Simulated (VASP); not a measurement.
Band structure of B$_{4}$C (space group Cm). All values below come from r2SCAN meta-GGA, VASP's PBE PAW potentials (set 64) (plane waves; VASP 6.6.1).

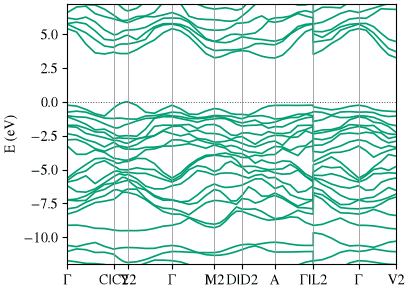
*Bands along high-symmetry lines, zero at the valence-band maximum or, without a gap, the Fermi level*

Question: Read the plot: is there a gap, and where are the band edges?

Answer: The gap is indirect, 3.24 eV, from the valence maximum at Y2 to the conduction minimum at A.

The structure comes from a computed database's B4C entry (Cm); how it stands against other phases isn't given here. It was relaxed first.
